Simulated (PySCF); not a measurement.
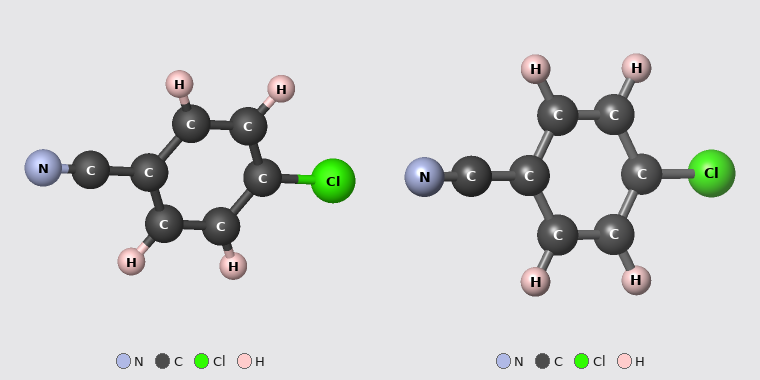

Two views of one molecule.

Question: Count the atoms of each element.

Answer: C7H4ClN, 13 atoms: 7 carbon, 4 hydrogen, 1 chlorine and 1 nitrogen.

Question: How many atoms are distinct by symmetry?

Answer: 9: 1 N, 1 C, 1 C, 2 C, 2 C, 1 C, 1 Cl, 2 H, 2 H.

More results for the same structure follow; atom numbers are the same in all pictures, views and colours differ. The geometry was computed by an optimisation with PBE0-D3(BJ)/def2-SVP. No frequency run is at hand to confirm it as a minimum.

### Geometry

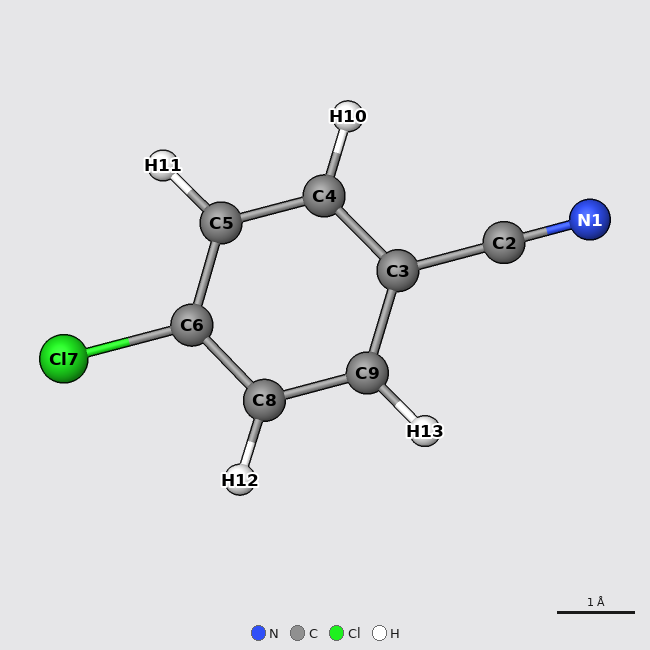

The atoms are numbered. No frequency run is at hand to confirm it as a minimum.

Which atoms are bonded, and how long are the bonds?

```tsv
bond	length (Å)	order
N1–C2	1.159	triple
C2–C3	1.431	delocalised
C3–C4	1.403	aromatic
C3–C9	1.403	aromatic
C4–C5	1.389	aromatic
C4–H10	1.091	single
C5–C6	1.396	aromatic
C5–H11	1.091	single
C6–Cl7	1.726	single
C6–C8	1.396	aromatic
C8–C9	1.389	aromatic
C8–H12	1.091	single
C9–H13	1.091	single
```

### Polarisability

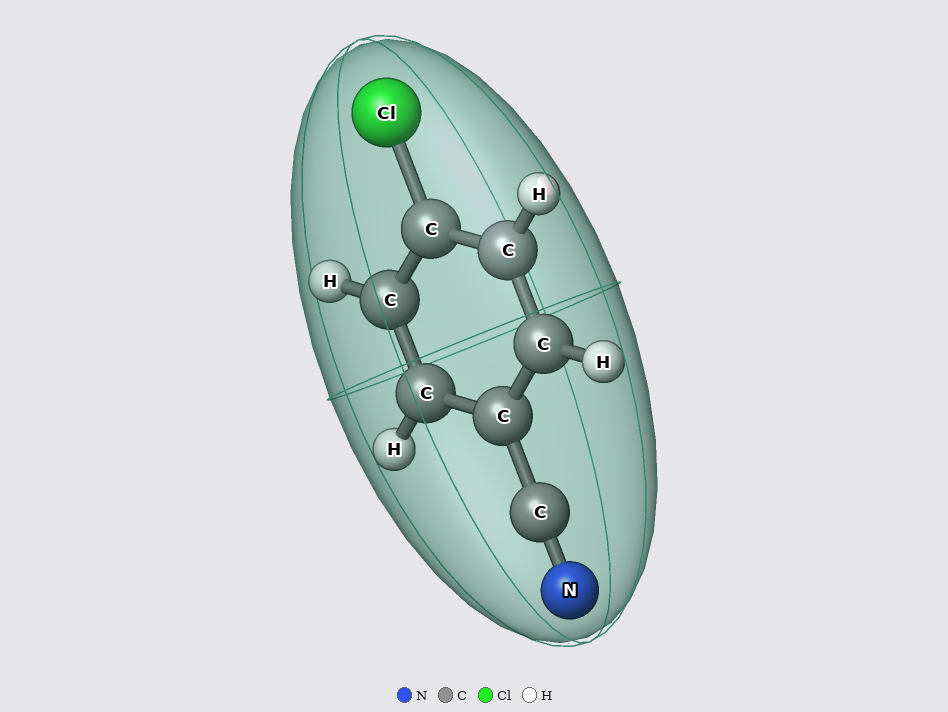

The ellipsoid shows the static dipole polarisability: its half-axes are proportional to the principal values. No frequency run is at hand to confirm it as a minimum. Method: PBE0/def2-SVPD in chloroform (IEF-PCM) (PySCF 2.14.0).

Question: Give the principal values, the mean and the anisotropy.

Answer: Principal values 69.6, 117.9, 200.5 bohr³; mean 129.3 bohr³ (19.17 Å³); anisotropy 114.6 bohr³, so the longest axis is 2.88 times the shortest.

### Excitation

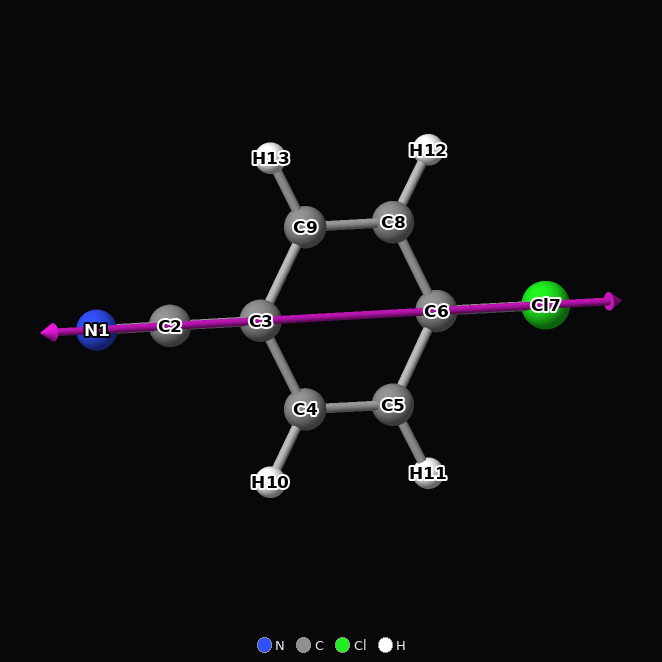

The double arrow shows the direction of the transition dipole to excited singlet state 2 (its length means nothing). No frequency run is at hand to confirm it as a minimum. Properties computed with TDDFT PBE0/def2-SVPD, vertical, IEF-PCM acetone (non-equilibrium linear response), core orbitals frozen in the response (PySCF 2.14.0).

Question: How is the transition polarised?

Answer: In the molecular plane, nearly parallel to the C2–C3 bond.

Question: Give its energy, strength and character.

Answer: 5.21 eV (238 nm), oscillator strength 0.52, mainly HOMO → LUMO (weight 0.94); transition dipole 5.14 D.

### NMR shielding

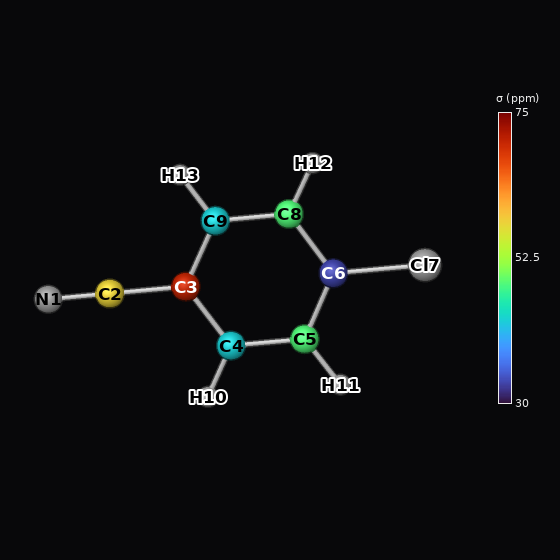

Atoms are coloured by their isotropic NMR shieldings (C only, the others grey). No frequency run is at hand to confirm it as a minimum. Level of theory: GIAO PBE0/pcSseg-1 NMR shielding, non-relativistic, IEF-PCM chloroform (PySCF 2.14.0).

Question: Which C atom is the most shielded (lowest chemical shift)?

Answer: C3 (70.6 ppm).

Question: Which C atom is the least shielded (highest chemical shift)?

Answer: C6 (33.2 ppm).

Question: How wide is the range of C shifts?

Answer: 37.4 ppm.

List the isotropic NMR shieldings of the C atoms.

| atom | σ (ppm) |
| --- | --- |
| C2 | 57.9 |
| C3 | 70.6 |
| C4 | 42.9 |
| C5 | 48.5 |
| C6 | 33.2 |
| C8 | 48.6 |
| C9 | 43.0 |
